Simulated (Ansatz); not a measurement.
CH6Sn···PH3

```yaml
atoms:
  - { symbol: Sn, position_ang: [0.3532, -0.1037, -0.0007] }
  - { symbol: H, position_ang: [0.4873, -0.3274, 1.7097] }
  - { symbol: C, position_ang: [2.3262, -0.0366, -0.9044] }
  - { symbol: H, position_ang: [2.8640, -0.9855, -0.7210] }
  - { symbol: H, position_ang: [2.2349, 0.1191, -1.9958] }
  - { symbol: H, position_ang: [2.9033, 0.7987, -0.4662] }
  - { symbol: H, position_ang: [-0.4872, 1.3766, -0.3084] }
  - { symbol: H, position_ang: [-0.5594, -1.4136, -0.6679] }
  - { symbol: P, position_ang: [-3.6276, -0.0095, 1.7331] }
  - { symbol: H, position_ang: [-3.2000, -0.1994, 0.3705] }
  - { symbol: H, position_ang: [-3.0433, -1.2579, 2.1515] }
  - { symbol: H, position_ang: [-2.4349, 0.7271, 2.0652] }
```

Core potentials replace the inner electrons of Sn.

Theory: RKS PBE-D4/def2-SVP in Ansatz 0.2.0.

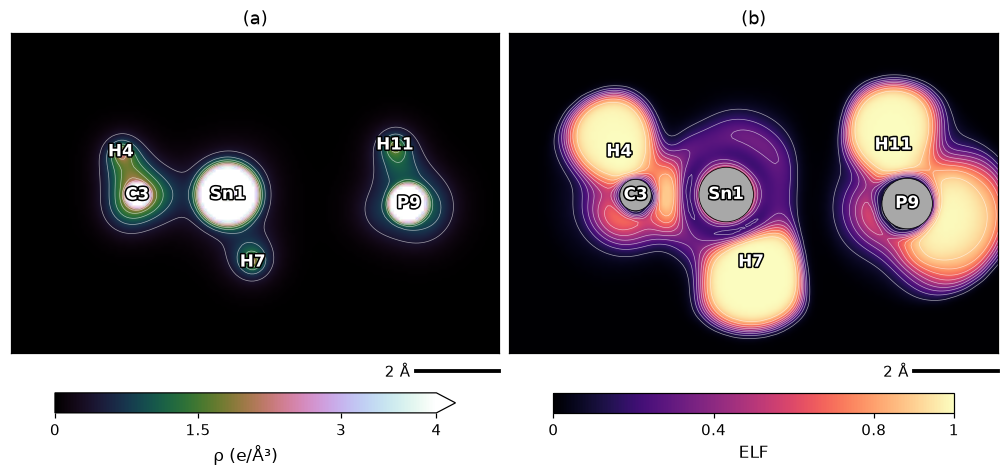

Figure 1. (a) electron density; (b) ELF on the plane of atoms C3, Sn1 and H7. Grey discs cover the atomic cores in the ELF map.

**Describe what can be read from this map.**

Atoms in the plane: Sn, C, H and P. C–Sn (2.17 Å): the density is about 0.65 e/Å³ at the midpoint; the ELF peaks at about 0.90 in the valence shell of C, 0.7 Å from its nucleus, and drops to about 0.20 between the two atoms. C–H (1.11 Å): ρ is about 1.8 e/Å³ halfway; the ELF climbs to about 1 towards the hydrogen, as it does in any bond to H; an ordinary covalent bond to hydrogen. P–H (1.44 Å): the density is about 1 e/Å³ at the midpoint; the ELF climbs to about 1 towards the hydrogen. Sn–H (1.73 Å): the density is about 1.1 e/Å³ at the midpoint; the ELF climbs to about 1 towards the hydrogen. The ELF also peaks beside P9, away from the bonds: lone-pair regions.

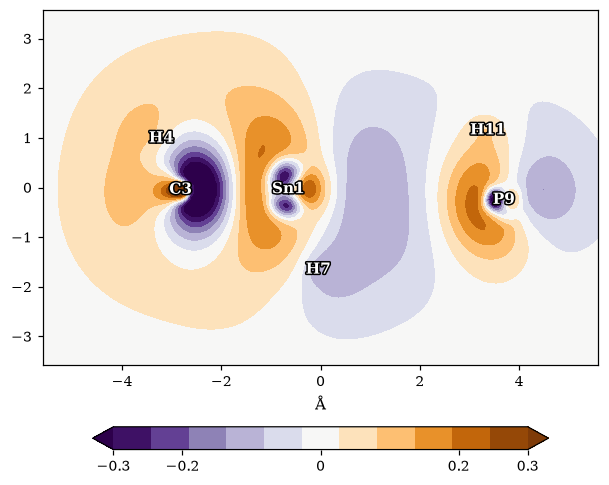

Figure 2. The LUMO on the plane of atoms C3, Sn1 and H7 (values in Å⁻³ᐟ²; the overall sign is arbitrary).

**Describe this orbital and give its energy.**

It lies mainly on Sn1 (about 35 %), C3 (about 20 %) and P9 (about 10 %). Its energy is −0.22 eV.

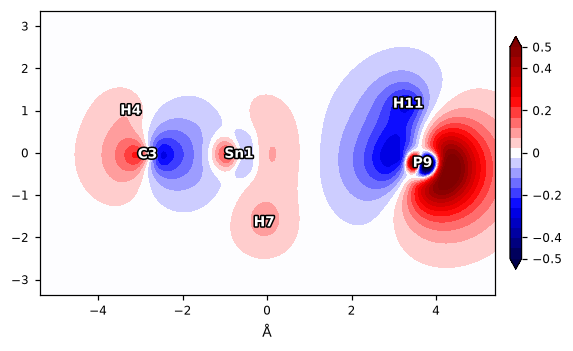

Figure 3. The HOMO on the plane of atoms Sn1, C3 and H4 (values in Å⁻³ᐟ²; the overall sign is arbitrary).

**What is the character of this orbital?**

By Hirshfeld shares it lies mainly on P9 (about 75 %); largely a lone pair of P9. Its energy is −6.56 eV.
